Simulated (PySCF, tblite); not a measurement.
# C₃H₈B₃N₃: geometry, infrared bands and NMR shifts

Aim: predict the infrared bands and NMR shifts of C₃H₈B₃N₃ (`C#CB1NBNB(C)N1`).

Programs: tblite 0.8.0 and PySCF 2.14.0, with density-fitted response routines of our own. Each step states its level of theory. These are calculated values for one molecule in the gas phase, unless marked as measured. Atoms are numbered from 0 throughout.

## (1) The molecule as given

17 atoms, charge 0, multiplicity 1; geometry from: force field or distance geometry start.

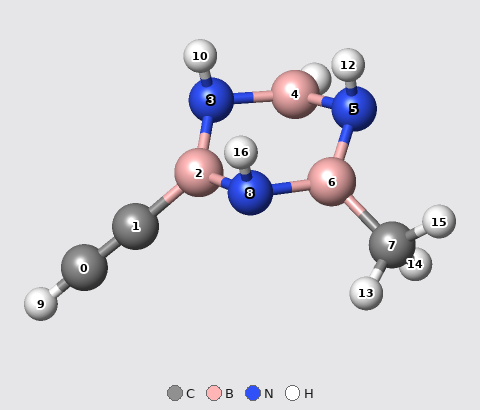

As it starts; carbon grey, boron pink, nitrogen blue, hydrogen white, atoms numbered.

## (2) Geometry optimisation with GFN2-xTB

What the job is given:

```
{"job": {"kind": "relax", "xc": "GFN2-xTB", "basis": "xTB"}, "charge": 0, "multiplicity": 1}
C      3.330700    -0.043200    -1.807600
C      2.422100    -0.085400    -1.011100
B      1.296400    -0.156700     0.026500
N      1.077000    -1.413200     0.845100
B     -0.414400    -1.758500     0.794500
N     -1.465600    -0.672700     1.042800
B     -1.065400     0.543000     0.194900
C     -2.147500     1.262000    -0.703200
N      0.378900     1.054700     0.223600
H      4.103900     0.002000    -2.509600
H      1.276400    -1.164100     1.844000
H     -0.760900    -2.863700     0.548100
H     -1.356300    -0.383400     2.054100
H     -1.689000     2.108800    -1.251400
H     -2.561000     0.540100    -1.440700
H     -2.981500     1.633100    -0.055100
H      0.549300     1.409300     1.195300
```

Launch:

```sh
$ OMP_NUM_THREADS=1 python probes_run.py task.json out
```

This one command runs all jobs of the session in turn.

**Question.** This job is followed by: GFN2-xTB harmonic vibrations, gas phase; GIAO PBE0/pcSseg-1 NMR shielding, non-relativistic, gas phase. What will the session give for the following? strongest single infrared mode (GFN2-xTB); zero-point energy (GFN2-xTB); 13C shifts against TMS (PBE0/pcSseg-1); 1H shifts against TMS (PBE0/pcSseg-1, means over atoms taken as alike); 11B shifts against BF3·OEt2 (PBE0/pcSseg-1); 15N shifts against NH3 (PBE0/pcSseg-1).

As calculated:

| quantity | value |
| --- | --- |
| strongest single infrared mode (GFN2-xTB) | 1419 cm⁻¹, 932 km/mol |
| zero-point energy (GFN2-xTB) | 80.0 kcal/mol |
| 13C shifts against TMS (PBE0/pcSseg-1) | 98.1, 92.6, 2.5 ppm |
| 1H shifts against TMS (PBE0/pcSseg-1, means over atoms taken as alike) | 5.86, 5.71, 5.59, 4.68, 2.09, 0.38 ppm |
| 11B shifts against BF3·OEt2 (PBE0/pcSseg-1) | 30.9, 26.1, 20.1 ppm |
| 15N shifts against NH3 (PBE0/pcSseg-1) | 146.5, 144.4, 143.9 ppm |

**Reading.** Over 98 steps the energy fell by 4.804 eV; of the close pairs, N3–B4 changed most, 1.532 to 1.416 Å. The lowest mode is imaginary (28i cm⁻¹), so the xTB geometry is not a minimum. The strongest single mode, at 1419 cm⁻¹, has its largest shares on N8, B6, B2 and B4 (the list is cut at 4 atoms). GFN2-xTB is a fitted tight-binding method: band positions and strengths are rough. Its intensities can rank the bands wrongly. At PBE0/pcSseg-1: Shielding is most anisotropic at C1 (span 307 ppm, paramagnetic term -162 ppm).
